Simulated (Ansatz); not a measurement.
**One shape, several levels: CH4InO (SMILES C[O][InH])**

Aim: a comparison of 6 runs (UHF/STO-3G, UHF/3-21G, U-wB97X/STO-3G, UPBE0/def2-SVP, UMP2/STO-3G, UMP2/3-21G) of CH4InO. 

The results are computed with Ansatz 0.2.0.

3 further runs of the same task are left out: 2 that didn't finish, 1 set aside as unsound or not needed.

## 1. The system as given

CH4InO: 7 atoms, total charge 0, spin state doublet. SMILES: `C[O][InH]`. The coordinates come from a PBE0-D4/def2-TZVP relaxation. This is one conformer, not always the lowest.

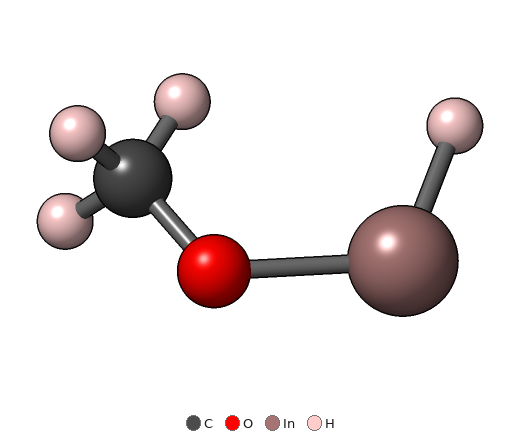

Viewed from a chosen angle; carbon dark grey, oxygen red, indium brown, hydrogen pink.

## 2. Energy and forces at UHF/STO-3G (run 1)

Input file run.yaml:

```yaml
crystal:
  periodic: [false, false, false]
  atoms:
    - symbol: C
      position_ang: [-0.630500, 0.625600, -0.176900]
    - symbol: O
      position_ang: [-0.752100, -0.636200, 0.418100]
    - symbol: In
      position_ang: [0.836500, -1.826900, 0.688600]
    - symbol: H
      position_ang: [-1.249000, 0.682800, -1.082200]
    - symbol: H
      position_ang: [0.399900, 0.883300, -0.471200]
    - symbol: H
      position_ang: [-0.975300, 1.408100, 0.511600]
    - symbol: H
      position_ang: [2.370400, -1.136600, 0.112000]
basis:
  gaussian:
    orbitals: STO-3G
magnetization:
  spin_polarized: true
  initial_magnetization: 1
hamiltonian:
  xc: hf
accuracy: high
output: {forces: true, orbitals: {seedname: orbitals}}
```

Command:

```sh
ansatz run run.yaml --threads 1 --pin off --max-ram 2610MiB --events-out events.jsonl --progress --plain --runs-dir runs
```

The program printed:

```text
Warning: RAYON_NUM_THREADS=1 ignored (pool sized by the plan → 1); use --threads N
Functional definition: HF
  name "HF"
  exchange = exact_x
  correlation = 0
779 factors; integrals over basis functions are off by at most 4.2e-9 eV
mean field evaluation 1: about -157725.2235 eV, gradient 1.8e1 eV
mean field evaluation 2: about -157725.3742 eV, gradient 1.8e1 eV
mean field evaluation 4: about -157728.1174 eV, gradient 1.8e0 eV
mean field evaluation 8: about -157728.1939 eV, gradient 3.7e-2 eV
mean field evaluation 16: about -157724.8827 eV, gradient 5.7e0 eV
mean field -157728.18965687 eV, -5796.4040578833 hartree, gradient 2.1e-8 eV, S^2 0.756056; 0 other end points of the search recorded, 0 dependent functions left out
the calculation of the forces begins
reference -157728.18965687 eV, -5796.4040578833 hartree; 34, 33 occupied and 7, 8 virtual orbitals, 779 factors
Total energy: -157728.18965687 eV, -5796.4040578833 hartree
Atom 0 at    -0.630500     0.625600    -0.176900 Å, force     0.558535     0.408799    -0.285892 eV/Å
Atom 1 at    -0.752100    -0.636200     0.418100 Å, force     1.474639    -2.333126     0.810198 eV/Å
Atom 2 at     0.836500    -1.826900     0.688600 Å, force     0.077658     2.078363    -0.959510 eV/Å
Atom 3 at    -1.249000     0.682800    -1.082200 Å, force     0.000421     0.211473    -0.039511 eV/Å
Atom 4 at     0.399900     0.883300    -0.471200 Å, force    -0.279496     0.236158    -0.058863 eV/Å
Atom 5 at    -0.975300     1.408100     0.511600 Å, force    -0.015760     0.171863    -0.129158 eV/Å
Atom 6 at     2.370400    -1.136600     0.112000 Å, force    -1.815997    -0.773531     0.662737 eV/Å
Dipole moment:     0.221660    -0.354617     0.123592 e Å
```

It took 2.2 s on 1 thread of Arm Neoverse V1, shared host.

## 3. Energy and gradient at UHF/3-21G (run 2)

Input file in.yaml:

```yaml
crystal:
  periodic: [false, false, false]
  atoms:
    - {symbol: C, position_ang: [-0.630500, 0.625600, -0.176900]}
    - {symbol: O, position_ang: [-0.752100, -0.636200, 0.418100]}
    - {symbol: In, position_ang: [0.836500, -1.826900, 0.688600]}
    - {symbol: H, position_ang: [-1.249000, 0.682800, -1.082200]}
    - {symbol: H, position_ang: [0.399900, 0.883300, -0.471200]}
    - {symbol: H, position_ang: [-0.975300, 1.408100, 0.511600]}
    - {symbol: H, position_ang: [2.370400, -1.136600, 0.112000]}
basis:
  gaussian:
    orbitals: 3-21G-spherical.json
total_charge: 0
magnetization:
  spin_polarized: true
  initial_magnetization: 1
hamiltonian:
  xc: hf
accuracy: high
output:
  forces: true
  orbitals: {seedname: orbitals}
```

The basis set 3-21G is read from a file made from the Basis Set Exchange's data (not shown).

Command:

```sh
ansatz run in.yaml --threads 1 --pin off --max-ram 2610MiB --events-out events.jsonl --progress --plain --runs-dir runs
```

The program printed (excerpt; [...] marks lines left out):

```text
Warning: RAYON_NUM_THREADS=1 ignored (pool sized by the plan → 1); use --threads N
[... 2 set-up lines as earlier in the session ...]
[...]
1203 factors; integrals over basis functions are off by at most 1.6e-8 eV
[...]
mean field -158618.61327475 eV, -5829.1265222894 hartree, gradient 3.5e-8 eV, S^2 0.760076; 0 other end points of the search recorded, 0 dependent functions left out
[...]
reference -158618.61327475 eV, -5829.1265222894 hartree; 34, 33 occupied and 23, 24 virtual orbitals, 1203 factors
Total energy: -158618.61327475 eV, -5829.1265222894 hartree
Atom 0 at    -0.630500     0.625600    -0.176900 Å, force    -0.314227     1.232694    -0.510455 eV/Å
Atom 1 at    -0.752100    -0.636200     0.418100 Å, force     1.018668    -1.420405     0.472678 eV/Å
Atom 2 at     0.836500    -1.826900     0.688600 Å, force    -0.947530     0.114223     0.109996 eV/Å
Atom 3 at    -1.249000     0.682800    -1.082200 Å, force     0.230863     0.120443     0.291959 eV/Å
Atom 4 at     0.399900     0.883300    -0.471200 Å, force    -0.318702    -0.015954     0.062496 eV/Å
Atom 5 at    -0.975300     1.408100     0.511600 Å, force     0.123203    -0.162468    -0.331277 eV/Å
Atom 6 at     2.370400    -1.136600     0.112000 Å, force     0.207726     0.131467    -0.095398 eV/Å
Dipole moment:     0.283433    -0.159444     0.024216 e Å
```

Wall time 3.6 s (1 thread of Arm Neoverse V1, shared host).

Runs 3 to 5 aren't shown in full; the table further down has their settings and results.

## 4. Energy and forces at UMP2/3-21G (run 6)

Input file in.yaml:

```yaml
crystal:
  periodic: [false, false, false]
  atoms:
    - symbol: C
      position_ang: [-0.630500, 0.625600, -0.176900]
    - symbol: O
      position_ang: [-0.752100, -0.636200, 0.418100]
    - symbol: In
      position_ang: [0.836500, -1.826900, 0.688600]
    - symbol: H
      position_ang: [-1.249000, 0.682800, -1.082200]
    - symbol: H
      position_ang: [0.399900, 0.883300, -0.471200]
    - symbol: H
      position_ang: [-0.975300, 1.408100, 0.511600]
    - symbol: H
      position_ang: [2.370400, -1.136600, 0.112000]
basis:
  gaussian:
    orbitals: 3-21G-spherical.json
accuracy: high
correlation:
  method: mp2
  frozen_orbitals: {C: 1, H: 0, In: 18, O: 1}
output: {forces: true, orbitals: {seedname: orbitals}}
magnetization:
  spin_polarized: true
  initial_magnetization: 1
```

The basis set 3-21G is read from a file made from the Basis Set Exchange's data (not shown).

Command:

```sh
ansatz run in.yaml --threads 1 --pin off --max-ram 2610MiB --events-out events.jsonl --progress --plain --runs-dir runs
```

The program printed (excerpt; [...] marks lines left out):

```text
Warning: RAYON_NUM_THREADS=1 ignored (pool sized by the plan → 1); use --threads N
[... 2 set-up lines as earlier in the session ...]
[...]
1203 factors; integrals over basis functions are off by at most 1.6e-8 eV
[...]
mean field -158618.61327475 eV, -5829.1265222894 hartree, gradient 3.5e-8 eV, S^2 0.760076; 0 other end points of the search recorded, 0 dependent functions left out
20 core orbitals not correlated: weight in the atoms' cores, before any rotation towards them, 1.000 or more for the frozen orbitals, at most 0.000 for the correlated occupied ones
reference -158618.61327475 eV, -5829.1265222894 hartree; 14, 13 occupied and 23, 24 virtual orbitals, 1203 factors
second order -6.61499988 eV of doubles, -0.00000000 eV of singles
[...]
Total energy: -158625.22827463 eV, -5829.3696190512 hartree
Atom 0 at    -0.630500     0.625600    -0.176900 Å, force    -0.035410     1.625263    -0.736660 eV/Å
Atom 1 at    -0.752100    -0.636200     0.418100 Å, force     0.332373    -2.228412     0.957668 eV/Å
Atom 2 at     0.836500    -1.826900     0.688600 Å, force    -0.653021    -0.098017     0.156279 eV/Å
Atom 3 at    -1.249000     0.682800    -1.082200 Å, force    -0.024667     0.174939    -0.085290 eV/Å
Atom 4 at     0.399900     0.883300    -0.471200 Å, force     0.090014     0.176757    -0.095402 eV/Å
Atom 5 at    -0.975300     1.408100     0.511600 Å, force    -0.022300     0.183802    -0.067607 eV/Å
Atom 6 at     2.370400    -1.136600     0.112000 Å, force     0.313011     0.165669    -0.128989 eV/Å
Dipole moment:     0.194073    -0.072525    -0.000073 e Å
```

It took 6.9 s on 1 thread of Arm Neoverse V1, shared host.

## 5. The series

| run | level | core potential | frozen core orbitals | energy (Eh) | dipole moment (D) | HOMO energy (eV) | LUMO energy (eV) | wall time |
| --- | --- | --- | --- | --- | --- | --- | --- | --- |
| 1 | UHF/STO-3G | none | – | -5796.404058 | 2.09 | -5.21 | 5.11 | 2.2 s |
| 2 | UHF/3-21G | none | – | -5829.126522 | 1.57 | -8.09 | 0.40 | 3.6 s |
| 3 | U-wB97X/STO-3G | none | – | -5799.143862 | 0.98 | -4.80 | 2.57 | 35 s |
| 4 | UPBE0/def2-SVP (core potential) | def2-SVP | – | -305.599124 | 1.41 | -6.04 | -3.06 | 17 s |
| 5 | UMP2/STO-3G | none | 20 | -5796.518975 | 1.28 | -5.21 | 5.11 | 3.9 s |
| 6 | UMP2/3-21G | none | 20 | -5829.369619 | 1.00 | -8.09 | 0.40 | 6.9 s |

## 6. Results

```
                                                         quantity           value
                                              run 6: total energy  -5829.36962 Eh
                        run 6: dipole moment (correlated density)          1.00 D
run 6: HOMO energy (Hartree–Fock orbitals) (highest over α and β)        -8.09 eV
 run 6: LUMO energy (Hartree–Fock orbitals) (lowest over α and β)         0.40 eV
              run 6: correlation energy (20 core orbitals frozen)      -243.1 mEh
                         run 6: ⟨S²⟩ of the reference determinant           0.760
                                  run 6: largest force on an atom      2.448 eV/Å
```

**Reading.** The dipole moment (its size) runs from 0.98 D (U-wB97X/STO-3G) to 2.09 D (UHF/STO-3G). Totals of different functionals can't be ranked against each other. Some runs of one species differ in core potentials or relativity; totals across that change don't compare. In runs 1, 3, 5 the basis is minimal, so the values are rough. In runs 1, 2, 3, 5, 6 relativity is left out where basis or elements ask for it. All runs together took 68 s, the longest 35 s.
